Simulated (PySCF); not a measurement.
B(Vi)2(OMe), C₅H₉BO, SMILES C=CB(OC)C=C at its GFN2-xTB optimised geometry (Å):

```
16

B     -0.2752     0.5741     0.0000
C     -0.9712    -0.8332     0.0135
C     -0.3175    -1.9887    -0.0315
H     -2.0538    -0.8672     0.0677
H     -0.8150    -2.9471    -0.0212
H      0.7588    -2.0108    -0.0826
C     -1.1357     1.8940     0.0000
C     -2.3346     2.0210    -0.5557
H     -0.7177     2.7757     0.4789
H     -2.8902     2.9471    -0.5464
H     -2.8090     1.1976    -1.0653
O      1.0675     0.5741     0.0000
C      1.8729     1.7239    -0.0281
H      1.5261     2.4402    -0.7775
H      1.8769     2.2121     0.9510
H      2.8902     1.4122    -0.2721
```

Level of theory: CAM-B3LYP/def2-TZVP (PySCF 2.14.0). Cells within 0.4 Å of a nucleus heavier than hydrogen are left out (blank, or x).

Map of the LUMO amplitude (bohr^(-3/2)) on the plane z = 0.0 Å; orbital energy -0.19 eV, overall sign arbitrary:

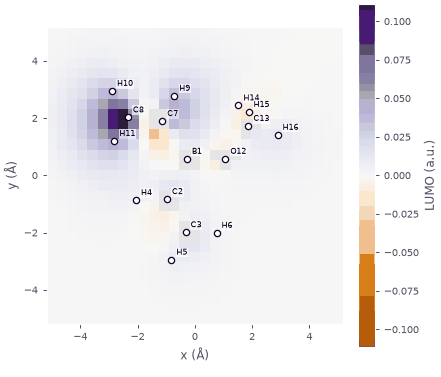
Figure: LUMO amplitude (bohr^(-3/2)) on the plane z = 0.0 Å.
